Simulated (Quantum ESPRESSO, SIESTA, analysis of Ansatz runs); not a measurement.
**BAs (F-43m):V_B, a ladder of methods on one cell (SIESTA)**

Question: at which Fermi levels does V_B in BAs (F-43m) change its charge, and how much of the answer depends on the basis? The model is a cell of 54 host atoms with 1 B taken out.

Program: SIESTA 5.4.2. Level of theory: SIESTA numerical-orbital DFT, PBEsol, DZP basis, PseudoDojo 0.4.1 potentials converted to PSML; charged supercells in a uniform background, point-charge correction with alignment at far sites. Results are calculated unless marked as measured.

Experimental background.

“Basic Physical Properties of Cubic Boron Arsenide” (2019, arxiv:1911.11281) reports for BAs, zinc blende, by UV-visible absorption (single crystal grown by chemical vapor transport, 300 K): band gap (indirect optical gap from absorption edge) 1.82 eV [room-temperature optical absorption edge, not a zero-temperature fundamental gap].

Report form: the programs' logs are mostly left out.

### 1. Set-up

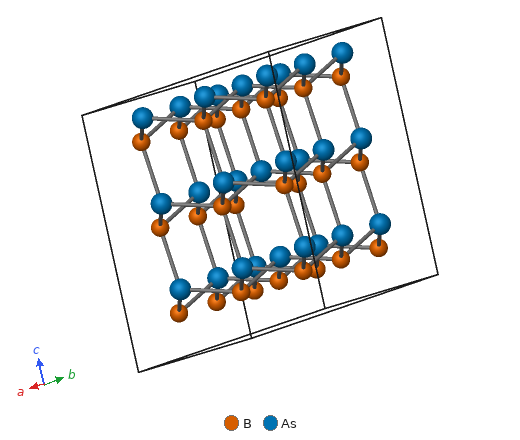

Start, viewed slightly off an axis; boron orange, arsenic blue.

The cell holds 53 atoms: 26 B and 27 As. Cell: a = 10.225 Å, b = 10.225 Å, c = 10.225 Å, α = 59.9°, β = 59.9°, γ = 59.9°. It derives from BAs (space group F-43m). Nearest the centre at fractional (0.333, 0.667, 0.667): As34 at 2.09 Å, As18 at 2.09 Å, As30 at 2.09 Å, As35 at 2.09 Å, B5 at 3.41 Å, B50 at 3.41 Å, B21 at 3.41 Å, B13 at 3.41 Å.

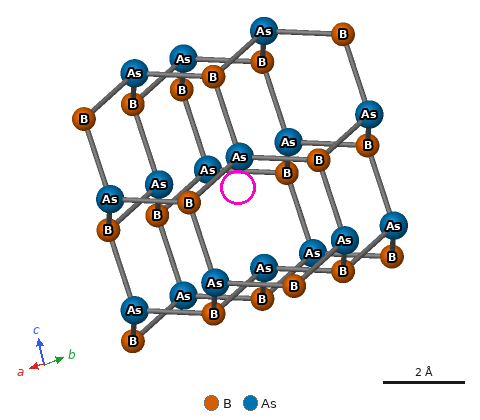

The atoms within 5 Å of the centre. A ring marks the centre wherever it is empty.

Structure file:

```xyz
53
Lattice="0.0066 7.2299 7.2299 7.2299 0.0066 7.2299 7.2299 7.2299 0.0066" Properties=species:S:1:pos:R:3 pbc="T T T"
B     0.0003    0.0003    0.0003
As    1.2053    1.2053    1.2053
B     2.4102    2.4102    0.0025
As    3.6153    3.6153    1.2075
B     4.8202    4.8202    0.0047
As    6.0253    6.0253    1.2098
B     2.4102    0.0025    2.4102
As    3.6153    1.2075    3.6153
B     4.8202    2.4124    2.4124
As    6.0253    3.6175    3.6175
B     7.2301    4.8224    2.4146
As    8.4352    6.0275    3.6197
B     4.8202    0.0047    4.8202
As    6.0253    1.2098    6.0253
B     7.2301    2.4146    4.8224
As    8.4352    3.6197    6.0275
B     9.6401    4.8246    4.8246
As   10.8452    6.0297    6.0297
B     0.0025    2.4102    2.4102
As    1.2075    3.6153    3.6153
B     2.4124    4.8202    2.4124
As    3.6175    6.0253    3.6175
B     4.8224    7.2301    2.4146
As    6.0275    8.4352    3.6197
B     2.4124    2.4124    4.8202
As    3.6175    3.6175    6.0253
B     4.8224    4.8224    4.8224
As    6.0275    6.0275    6.0275
B     7.2324    7.2324    4.8246
As    8.4374    8.4374    6.0297
B     4.8224    2.4146    7.2301
As    6.0275    3.6197    8.4352
B     7.2324    4.8246    7.2324
As    8.4374    6.0297    8.4374
As   10.8474    8.4396    8.4396
B     0.0047    4.8202    4.8202
As    1.2098    6.0253    6.0253
B     2.4146    7.2301    4.8224
As    3.6197    8.4352    6.0275
B     4.8246    9.6401    4.8246
As    6.0297   10.8452    6.0297
B     2.4146    4.8224    7.2301
As    3.6197    6.0275    8.4352
B     4.8246    7.2324    7.2324
As    6.0297    8.4374    8.4374
B     7.2346    9.6423    7.2346
As    8.4396   10.8474    8.4396
B     4.8246    4.8246    9.6401
As    6.0297    6.0297   10.8452
B     7.2346    7.2346    9.6423
As    8.4396    8.4396   10.8474
B     9.6445    9.6445    9.6445
As   10.8496   10.8496   10.8496
```

The host's dielectric constants go in as inputs: 10.03 for the electrons alone, 10.13 with the ions, from a response run on this crystal (DFPT, PBEsol, Quantum ESPRESSO) at that run's own cell.

The cell's shortest repeat is 10.2 Å.

The primitive cell was relaxed at this level beforehand, to 27.96 Å³.

The defect-free supercell was relaxed beforehand, from displaced atoms: they ended at most 0.01 Å from the sites they started about, so the symmetric structure holds.

### 2. Band edges

Levels are counted from the valence top, which comes from the unit cell, dense mesh; the energy of the host comes from the defect-free supercell at the defects' own k-points, so that the host's part of the sampling error cancels.

Contents of host.fdf:

```
SystemName                      BAs
SystemLabel                     host
NumberOfSpecies                 2
NumberOfAtoms                   2
%block ChemicalSpeciesLabel
  1    5 B
  2   33 As
%endblock ChemicalSpeciesLabel
LatticeConstant                 1.0 Ang
%block LatticeVectors
     0.002214000     2.409960000     2.409960000
     2.409960000     0.002214000     2.409960000
     2.409960000     2.409960000     0.002214000
%endblock LatticeVectors
AtomicCoordinatesFormat         Fractional
%block AtomicCoordinatesAndAtomicSpecies
     0.000053296     0.000053296     0.000053296  1
     0.249958214     0.249958214     0.249958214  2
%endblock AtomicCoordinatesAndAtomicSpecies
%block kgrid.MonkhorstPack
   12   0   0  0.00
    0  12   0  0.00
    0   0  12  0.00
%endblock kgrid.MonkhorstPack
XC.Functional                   GGA
XC.Authors                      PBEsol
PAO.BasisSize                   DZP
PAO.EnergyShift                 0.005 Ry
Mesh.Cutoff                     300 Ry
OccupationFunction              FD
ElectronicTemperature           0.01 eV
MaxSCFIterations                150
SCF.MustConverge                true
SCF.Mixer.Method                Pulay
SCF.Mixer.Weight                0.2
SCF.Mixer.History               10
SCF.DM.Tolerance                1.0e-4
SCF.H.Tolerance                 1.0e-3 eV
WriteForces                     true
Charge.Mulliken                 end
```

Command:

```console
OMP_NUM_THREADS=1 siesta host.fdf > host.out
```

Elapsed: 24 s, on 1 MPI rank of Arm Neoverse V2, shared host; peak memory 0.19 GiB.

The gap at this level is 1.38 eV.

Test of the sampling: at one point at (¼, ¼, ¼) the host's energy lies 151 meV an atom above its value on the primitive cell's dense mesh, too far, so all defect runs take a 2×2×2 mesh.

### 3. Relaxing each charge state

Each state starts from the atoms near the defect displaced at random, so that no symmetry of the ideal site is imposed. An odd electron count needs spin polarisation, and the total moment is held fixed to keep the state apart from its neighbours in spin. Charge −1 is shown in full.

Contents of defect.fdf:

```
SystemName                      B26As27
SystemLabel                     defect
NumberOfSpecies                 2
NumberOfAtoms                   53
%block ChemicalSpeciesLabel
  1    5 B
  2   33 As
%endblock ChemicalSpeciesLabel
LatticeConstant                 1.0 Ang
%block LatticeVectors
     0.006642000     7.229880000     7.229880000
     7.229880000     0.006642000     7.229880000
     7.229880000     7.229880000     0.006642000
%endblock LatticeVectors
AtomicCoordinatesFormat         Fractional
%block AtomicCoordinatesAndAtomicSpecies
     0.000017765     0.000017765     0.000017765  1
     0.083319404     0.083319404     0.083319404  2
     0.000017765     0.000017765     0.333351099  1
     0.079267300     0.082977799     0.415562024  2
    -0.002027042    -0.000341574     0.672396213  1
     0.081081540     0.088552571     0.750831626  2
     0.000017765     0.333351099     0.000017765  1
     0.087776205     0.412226589     0.085359000  2
     0.000017765     0.333351099     0.333351099  1
     0.083319404     0.416652738     0.416652738  2
     0.000017765     0.333351099     0.666684432  1
     0.085634355     0.420799470     0.748238918  2
    -0.004300394     0.671753630    -0.001639783  1
     0.082404460     0.744708297     0.086503180  2
     0.000017765     0.666684432     0.333351099  1
     0.087536516     0.750101945     0.417697494  2
     0.002114645     0.666532706     0.670266596  1
     0.085221855     0.747872526     0.745634589  2
     0.333351099     0.000017765     0.000017765  1
     0.416652738     0.083319404     0.083319404  2
     0.337713845    -0.001302247     0.335178098  1
     0.420050024     0.078881055     0.420011696  2
     0.328768176     0.003716765     0.669658487  1
     0.416652738     0.083319404     0.749986071  2
     0.335902361     0.334982862     0.001790481  1
     0.417005485     0.413903381     0.088837685  2
     0.333351099     0.333351099     0.333351099  1
     0.411456371     0.421195976     0.417150907  2
     0.333485391     0.338359590     0.661923537  1
     0.419380380     0.411702287     0.748504449  2
     0.332401167     0.672365344    -0.001024994  1
     0.416652738     0.749986071     0.083319404  2
     0.336748807     0.661586990     0.336314819  1
     0.414451244     0.751648657     0.412445774  2
     0.413086875     0.750943859     0.755217984  2
     0.666684432     0.000017765     0.000017765  1
     0.749986071     0.083319404     0.083319404  2
     0.666684432     0.000017765     0.333351099  1
     0.749986071     0.083319404     0.416652738  2
     0.666684432     0.000017765     0.666684432  1
     0.749986071     0.083319404     0.749986071  2
     0.666684432     0.333351099     0.000017765  1
     0.749986071     0.416652738     0.083319404  2
     0.666684432     0.333351099     0.333351099  1
     0.750786177     0.412951403     0.414278143  2
     0.662212364     0.336222354     0.664456904  1
     0.753102133     0.414412617     0.753593463  2
     0.666684432     0.666684432     0.000017765  1
     0.749986071     0.749986071     0.083319404  2
     0.668434366     0.668190883     0.336032897  1
     0.753834441     0.752668987     0.411875910  2
     0.666129447     0.664196631     0.672493069  1
     0.749986071     0.749986071     0.749986071  2
%endblock AtomicCoordinatesAndAtomicSpecies
%block kgrid.MonkhorstPack
    2   0   0  0.50
    0   2   0  0.50
    0   0   2  0.50
%endblock kgrid.MonkhorstPack
XC.Functional                   GGA
XC.Authors                      PBEsol
PAO.BasisSize                   DZP
PAO.EnergyShift                 0.005 Ry
Mesh.Cutoff                     300 Ry
NetCharge                       -1.0
Spin                            polarized
%block DM.InitSpin
    18   0.400
    30   0.400
    34   0.400
    35   0.400
    46   0.400
%endblock DM.InitSpin
Spin.Fix                        true
Spin.Total                      2.0
OccupationFunction              FD
ElectronicTemperature           0.01 eV
MaxSCFIterations                150
SCF.MustConverge                true
SCF.Mixer.Method                Pulay
SCF.Mixer.Weight                0.1
SCF.Mixer.History               10
SCF.DM.Tolerance                3.0e-4
SCF.H.Tolerance                 3.0e-3 eV
WriteForces                     true
Charge.Mulliken                 end
SaveRho                         true
SaveElectrostaticPotential      true
Charge.Hirshfeld                end
Charge.Voronoi                  end
MD.TypeOfRun                    Broyden
MD.Steps                        90
MD.MaxForceTol                  0.04 eV/Ang
MD.MaxDispl                     0.15 Ang
WriteCoorStep                   true
AtomCoorFormatOut               Fractional
```

Command:

```console
OMP_NUM_THREADS=1 siesta defect.fdf > defect.out
```

The job ended after 36 min (1 MPI rank; peak memory 1.2 GiB).

The steps and moves of this run count from the displaced start.

Step by step:

```
step  energy less that of the first step (eV)  largest force (eV/Å)
   0                                   0.0000                1.5455
   1                                  -0.5154                0.8290
   2                                  -0.7061                0.4691
   3                                  -0.7499                0.2953
   4                                  -0.7731                0.1182
   5                                  -0.7783                0.0442
```

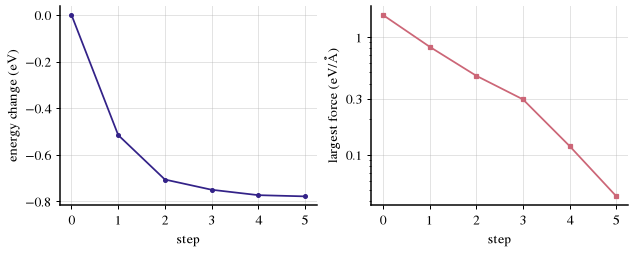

Energy and largest force along the relaxation.

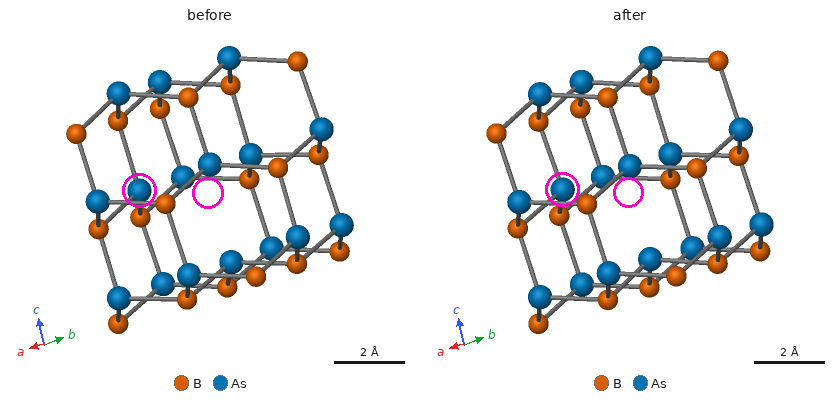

Before and after: the atoms that start within 5 Å of the centre. As30, which moves most, is ringed if it is among them. A ring with no atom in it marks the empty centre.

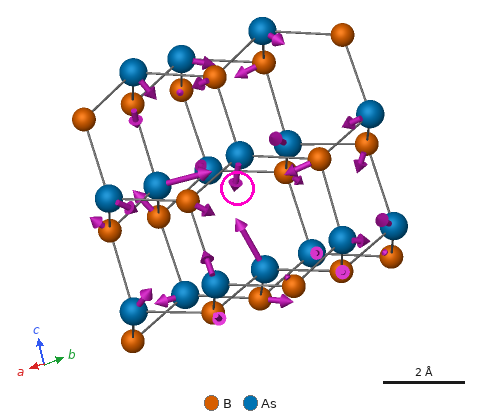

Displacements in the relaxation near the centre, exaggerated; the longest in the cell stands for 0.10 Å. A ring marks the centre wherever it is empty.

The atoms that moved most (Å):

```
atom      dx      dy      dz  length
As30   0.081  -0.038   0.054   0.105
As34   0.052   0.086  -0.026   0.104
As18   0.016   0.058   0.044   0.074
As35  -0.061  -0.035  -0.011   0.071
As51   0.020   0.015  -0.056   0.062
 As4   0.013   0.050   0.031   0.061
 B23  -0.049   0.031  -0.007   0.058
As47  -0.003  -0.057  -0.007   0.058
```

The atoms nearest to the centre after the run:

```
atom  distance (Å)
As18         2.020
As34         2.027
As30         2.027
As35         2.047
 B21         3.382
 B17         3.383
 B29         3.385
 B13         3.387
 B33         3.388
 B25         3.388
  B5         3.390
 B46         3.390
 B50         3.392
 B52         3.394
 B23         3.398
 B31         3.401
```

Energies on the run's own zero. States near gap, by row:

```
spin  k  band  energy (eV)  filled by count
  up  0   239       -5.364                1
  up  0   240       -5.362                1
  up  0   241       -4.942                1
  up  0   242       -4.279                1
  up  0   243       -4.273                1
  up  0   244       -2.986                0
  up  0   245       -2.985                0
  up  0   246       -2.957                0
  up  0   247       -2.778                0
  up  1   239       -5.975                1
  up  1   240       -5.575                1
  up  1   241       -5.492                1
  up  1   242       -4.687                1
  up  1   243       -4.495                1
  up  1   244       -2.981                0
  up  1   245       -2.324                0
  up  1   246       -2.263                0
  up  1   247       -2.165                0
down  0   237       -5.978                1
down  0   238       -5.976                1
down  0   239       -5.295                1
down  0   240       -5.293                1
down  0   241       -4.663                1
down  0   242       -4.019                0
down  0   243       -4.011                0
down  0   244       -2.959                0
down  0   245       -2.957                0
down  1   237       -6.138                1
down  1   238       -6.002                1
down  1   239       -5.865                1
down  1   240       -5.526                1
down  1   241       -5.269                1
down  1   242       -4.408                0
down  1   243       -4.218                0
down  1   244       -2.958                0
down  1   245       -2.301                0
```

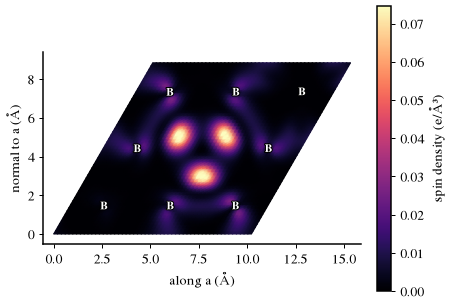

Spin density in the ac plane at fractional y = 0.667, through the centre, with atoms of B within 0.45 Å of it.

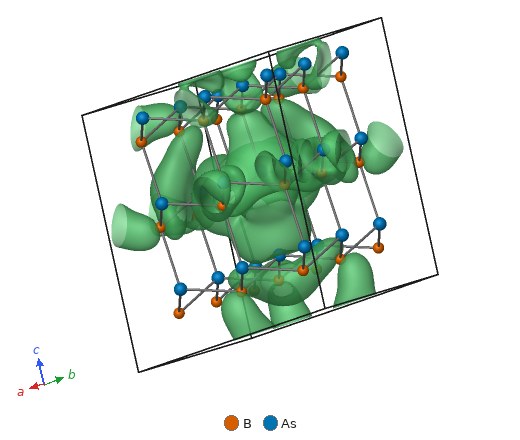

Surface of spin density = 0.0066 e/Å³, which holds about 70 % of the integral of its size.

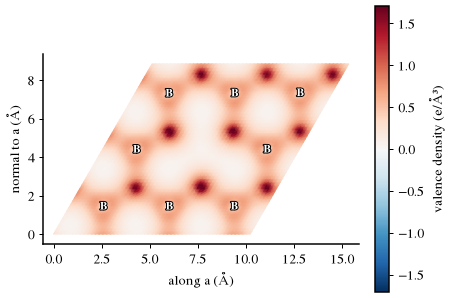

Valence density in the ac plane at fractional y = 0.667, through the centre, with atoms of B within 0.45 Å of it. It is the smooth field of the valence electrons, not physical close to the nuclei.

The states that were run, at 2×2×2 shifted by half a step, on 1 MPI rank of Arm Neoverse V2, shared host:

```
charge  moment (μB)    outcome  structures computed  largest displacement of a host atom from its site (Å)  lowest empty less highest filled level (eV)    time
    −3            0  converged                    7                                                   0.14                                         0.88  24 min
    −1            0  converged                    8                                                   0.11                                        -0.23  31 min
    −1            2  converged                    6                                                   0.07                                        -0.14  36 min
    −2            1  converged                    7                                                   0.12                                        -0.21  45 min
    +1            0  converged                    6                                                   0.05                                         0.27  20 min
     0            1  converged                    7                                                   0.03                                        -0.22  43 min
     0            3  converged                    7                                                   0.04                                        -0.91  47 min
    +1            4  converged                    6                                                   0.03                                        -1.05  34 min
    +1            2  converged                    7                                                   0.02                                        -1.10  50 min
```

At charge −1 (moment 0 μB), −1 (moment 2 μB), −2, 0 (moment 1 μB), 0 (moment 3 μB), +1 (moment 4 μB) and +1 (moment 2 μB) filled and empty levels, counted over both spins and all k-points, touch or overlap: the last carrier shares a level or a band, or the held moment keeps an electron of one spin above an empty level of the other.

Against the host's sites the lattice moves most at charge −3 (0.14 Å); the smallest move among the states is 0.02 Å.

(Part 1 of 2 ends here.)

[Logs are printed without paths, hosts, clocks, repeated set-up lines and the standing remarks that a program may print on its own settings, such as how far it seeks lower states.]

[Hosts, paths, dates, database ids (printed as entryN), source tags and the programs' standing remarks are cut or masked in the printed files.]

[For some hosts the program warned that the k-mesh of the response run may be too coarse for force constants and the static dielectric constant; such warnings are not shown here.]

[Charge tables in the logs are Mulliken or Hirshfeld populations, whose sizes and signs can differ; where basis functions stand at a vacancy, SIESTA counts their charge against the missing atom's valence.]

[In relaxation paths of CP2K, step 0 can be the structure after the first move, since the trajectory file begins there, and the last row can be the final structure solved once more.]
